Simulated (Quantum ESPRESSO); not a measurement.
A computed C K-edge spectrum of one site in a crystal of C, O and Sc, with its zero at a photon energy of about 279.1 eV (raw 285.8 eV, less 6.7 eV of added terms; PBEsol puts this hole about 2 eV below PBE, itself good to a few eV). Method: Quantum ESPRESSO XSpectra, PBEsol, excited-electron core hole (neutral cell) in a small cell, dipole transitions, broadening that rises with energy.

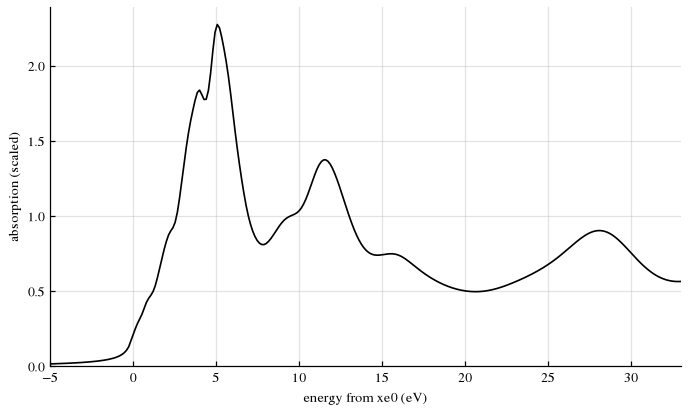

Energy from the energy zero of the input (xe0, at the border of filled and empty states); intensity scaled to a mean of 1 over the first 20 eV.

**Question.** Which coordination does this site have?

A K edge sees empty p states; the first features are C p mixed into the empty d states of the Sc neighbours, and the broad ones above probably into the cations' higher empty bands. It is atom 4 of Sc2CO (R-3m), with 6 Sc at 2.26 Å (octahedral, site symmetry -3m). Its main maxima below 24 eV lie at 4.0 eV (1.84), 5.1 eV (2.27) and 11.6 eV (1.37). A near-edge spectrum doesn't fix the structure by itself; it is matched against candidates. The unit cell's mesh shows no gap over 0.35 eV. That is right for a metallic compound; for a small-gap or correlated insulator it would be the fault of the functional or of the assumed magnetic order, and the hole would be screened too well. The holes are only 5.6 Å apart, so the shape is probably not converged with cell size; no larger cell was run here. Lifetime broadening is put in by hand, and intensities beyond about 20 eV depend on it and on the partial waves; weight that the partial waves miss at high energy is lost. The structure is a computed Materials Project entry and may be a hypothetical form.

[Hosts, paths, dates, database ids (printed as entryN), source tags and the programs' standing remarks are cut or masked in the printed files.]

[Lists of maxima count a maximum above −3 eV only where it reaches 4 % of the highest in the window and stands out from its surroundings by 2 % of it (1.5 % where it reaches 55 %); shoulders and weaker maxima are passed over, and of the rest the first, up to two pre-edge ones and the few strongest are named.]
